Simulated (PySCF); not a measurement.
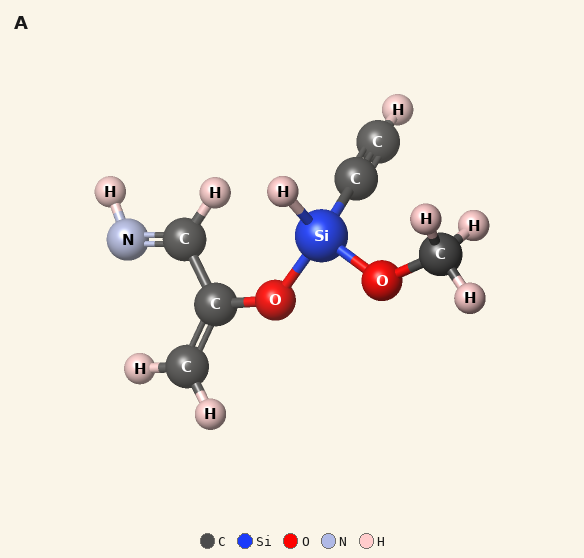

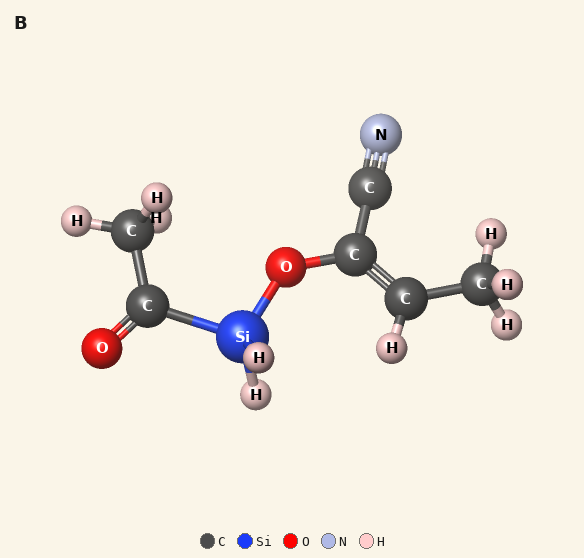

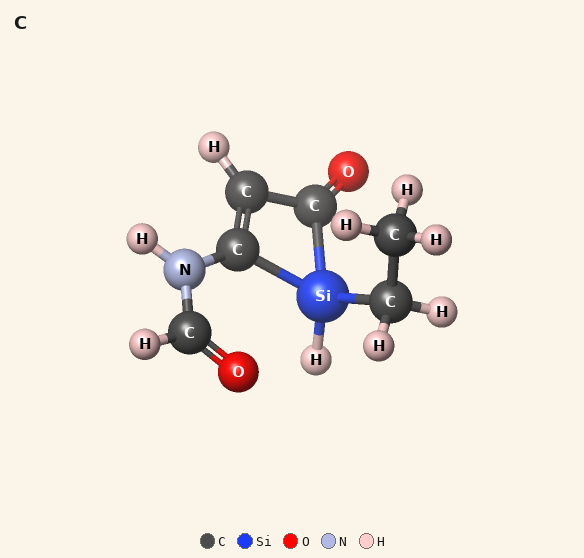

3 stationary structures of one formula. Geometries: GFN2-xTB. Electronic energies: PBE0/pcSseg-1 (PySCF 2.14.0), without zero-point energy. No frequency run is at hand to confirm each as a minimum. Each is one conformer, not always the lowest.

**Are they conformers, stereoisomers or constitutional isomers?**

They are constitutional isomers of C6H9NO2Si: A `[H]/N=C/C(=C)O[Si@H](C#C)OC`, B `C/C=C(\C#N)O[SiH2]C(C)=O`, C `CC[Si@@H]1C(=O)C=C1NC=O`.

**Which structure is the most stable?**

C is lowest; B lies 0.366 eV above it, A lies 1.096 eV above it.

The geometry is semi-empirical. Around Si such bond lengths and angles can be off by a tenth of an ångström or more and by several degrees, and values that hang on the shape move with them.
